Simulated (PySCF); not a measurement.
**C4H4Si: density, localisation and related maps**

```xyz
9

Si   -0.7758   -0.0133   -0.5367
C    -0.7361   -0.0241    1.2955
C    -0.7278   -0.0380    2.5117
H    -0.7210   -0.0484    3.5875
C     0.9334    0.0110   -1.1964
C     2.0678    0.0305   -1.6350
H     3.0708    0.0482   -2.0238
H    -1.5022    1.1996   -1.0066
H    -1.4762   -1.2349   -1.0218
```

Geometry: PBE0-D3(BJ)/def2-SVP.

All numbers below come from PBE0/pcSseg-1, SCF density, gas phase, non-relativistic in PySCF 2.14.0.

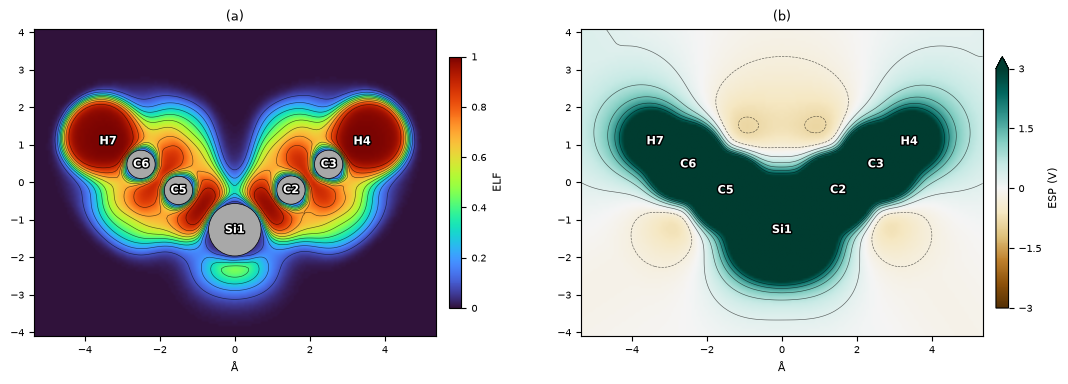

Figure 1. (a) ELF; (b) molecular electrostatic potential on the plane of atoms C2, Si1 and C5. Grey discs cover the atomic cores in the ELF map.

> Interpret the plot.

- The section cuts through Si, C and H sites.
- C–C (1.22 Å): the ELF peaks at about 0.85 between the atoms (a short, multiple covalent bond).
- C–Si (1.83 Å): the ELF peaks at about 0.95 between the atoms (a shared electron pair).
- C–H (1.08 Å): the ELF climbs to about 1 towards the hydrogen, as it does in any bond to H: a covalent bond by its length.
- Outside the dense part of the molecule the potential is most negative (−0.9 V) near C2 and C5.

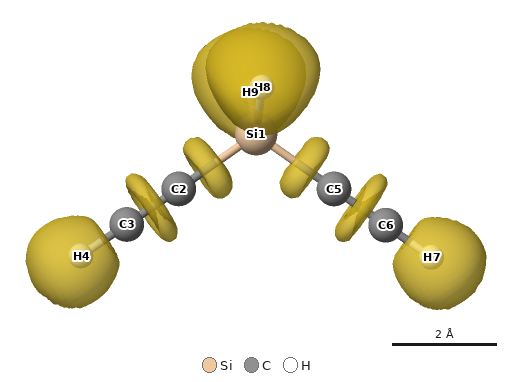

Figure 2. Isosurface of the ELF at 0.85 (yellow), seen across its widest extent. Core shells and regions of very low density are left out.

> Describe the localisation domains.

The ELF exceeds this value in two regions between bonded C–C atoms (shared pairs), two regions between bonded C–Si atoms (shared pairs) and four regions around hydrogen nuclei.

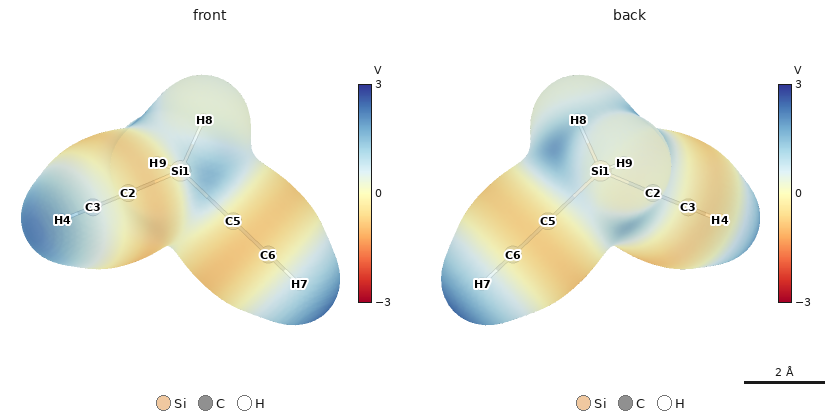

Figure 3. The molecular electrostatic potential painted on the density surface at 0.004 e/bohr³, seen from the front and from behind; red is negative and blue positive.

> Describe the electrostatic potential map.

The most negative region (about −0.9 V) lies over C2, C3, C5 and C6, the most positive (about +2.4 V) over H4 and H7.

> How polar is the molecule by this calculation?

Its dipole moment is 0.59 D.
